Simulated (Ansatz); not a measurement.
A series of calculations on CH₄B₂Cl

**1. Relaxation**

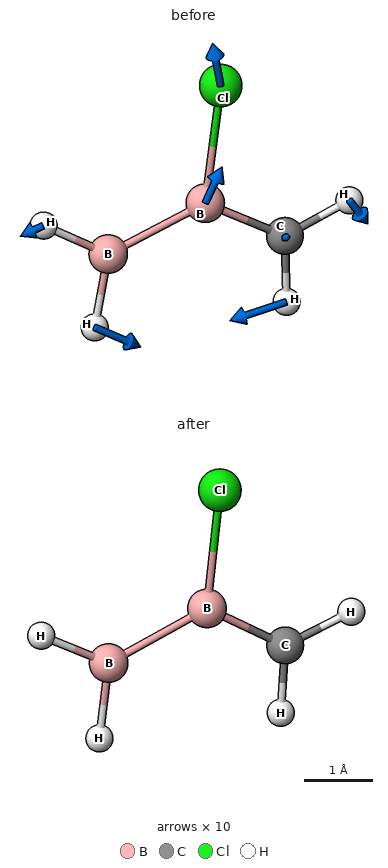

The structure of CH4B2Cl (charge −1) before (top) and after (bottom) a relaxation, at one scale. The blue arrows give the displacements, 10 times their true length.

The picture is a ball-and-stick view, seen at a tilt.

The run prepares an end point of a later path (torsion) calculation, from a guessed geometry.

Computed with Ansatz, RKS r2SCAN-D4/def2-SVPD. Set-up: no spin polarisation; force threshold 0.015 eV/Å; at most 40 steps.

> Summarise the run.

The energy falls by 0.074 eV in 4 accepted moves (5 points after the start). The largest force component goes from 0.66 to 0.0041 eV/Å. The line search rejected the trial step at point 4 of the run. The largest move after the best rigid fit is that of an H atom, 0.091 Å. Largest moves by element: H 0.091 Å, Cl 0.076 Å, B 0.063 Å, C 0.011 Å. Among the contacts that change: B–B 1.623 → 1.664 Å, B–H 1.194 → 1.225 Å, B–C 1.445 → 1.461 Å, B–Cl 1.907 → 1.921 Å. Bond angles that change, for instance: B–B–C 127.9° → 123.6°, C–B–Cl 113.5° → 117.5°, H–C–H 111.4° → 114.1°.

**2. Relaxation**

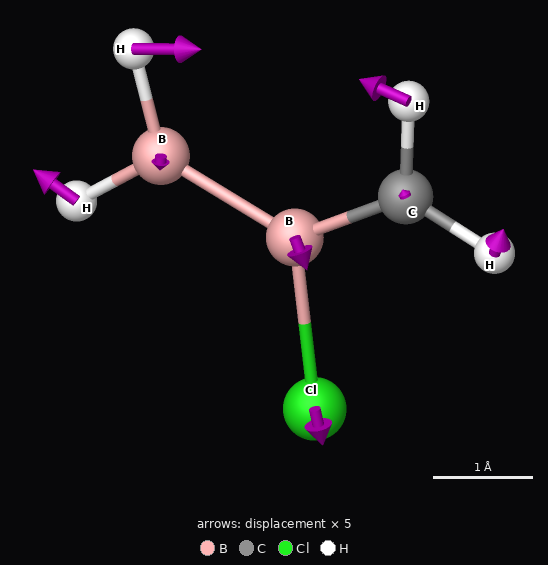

This is a relaxation of CH$_{4}$B$_{2}$Cl (charge −1). The starting structure is drawn; purple arrows show the displacements, magnified 5 times. The two geometries are superimposed by the best rigid fit.

The picture is a ball-and-stick view, seen at a tilt.

The run prepares an end point of a later path (torsion) calculation, from a guessed geometry.

These are results of Ansatz, RKS r2SCAN-D4/def2-SVPD, not measurements. (no spin polarisation; force threshold 0.015 eV/Å; at most 40 steps)

**Atoms of which element are displaced furthest, and by how much?**

Hydrogen: up to 0.15 Å, against 0.09 Å for chlorine.

**What did the optimiser do to the structure, and how much energy did it gain?**

The energy falls by 8.83 kJ/mol in 5 accepted moves (6 points after the start). The largest force component goes from 0.68 to 0.013 eV/Å. The line search rejected the trial step at point 4 of the run. The largest move after the best rigid fit is that of an H atom, 0.15 Å. By element the largest moves are H 0.15 Å, Cl 0.09 Å, B 0.07 Å, C 0.02 Å. Among the contacts that change: B–B 1.623 → 1.664 Å, B–H 1.192 → 1.225 Å, B–C 1.445 → 1.461 Å, B–Cl 1.907 → 1.921 Å. Among the angles between lasting bonds that change: B–B–H 126.5° → 119.5°, B–B–H 121.3° → 126.4°, B–B–C 127.9° → 123.6°. The run took 13 s on 2 threads of Intel(R) Xeon(R) 6975P-C (Granite Rapids), on a shared host, peak memory 0.18 GiB.

**3. Path**

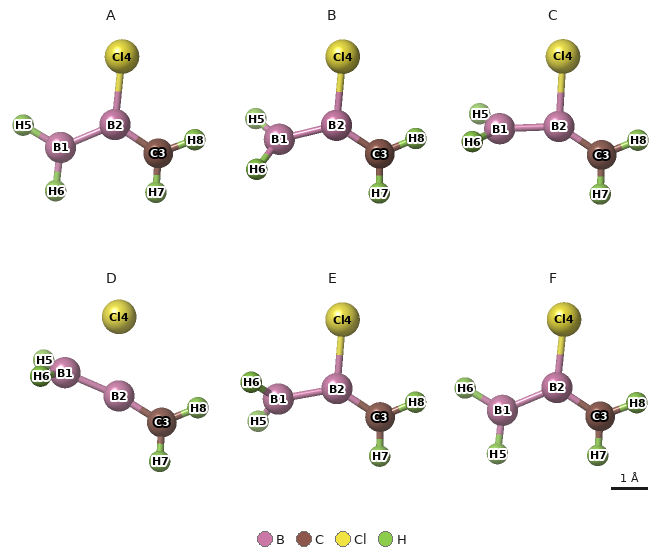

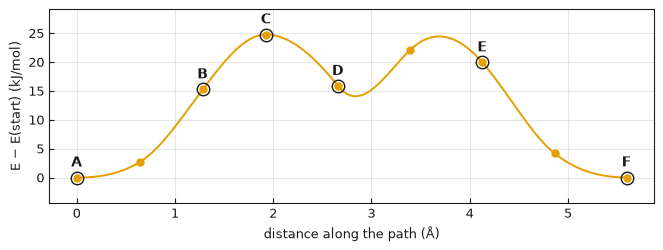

A nudged-elastic-band calculation for CH₄B₂Cl (charge −1). Images are numbered from 0 (start) to 8 (end). Frames A to F are images 0, 2, 3, 4, 6, 8. The picture is a ball-and-stick view, seen face on.

The calculation used RKS r2SCAN-D4/def2-SVPD in Ansatz 0.2.0. Settings: 7 movable images; climbing image; force threshold 0.03 eV/Å; iteration limit 60; starting path through a guess of the saddle point.

Question: What happens along the path, and what is the barrier?

Answer: The barrier is about 24.8 kJ/mol in both directions, with image 3 at the top; the ends have the same energy. The profile has 2 maxima (images 3, 5) with a dip at image 4 (+15.9 kJ/mol), so the process runs in steps. The path has more than one stage, and so few images may leave a stage unresolved. No bond forms or breaks between the ends. Bond angles that change up to the highest image, for instance: B1–B2–Cl4 118.9° → 95.7°, B1–B2–C3 123.6° → 144.3°. The band converged in 17 iterations. The largest component of the band force went from 18 to 0.022 eV/Å. The climbing image converged on the top of the path. Its vibrational analysis gives one imaginary mode (227i cm⁻¹), as a transition state must have.

The run took 3.2 min on 2 threads of Intel(R) Xeon(R) 6975P-C (Granite Rapids), on a shared host, peak memory 0.18 GiB.
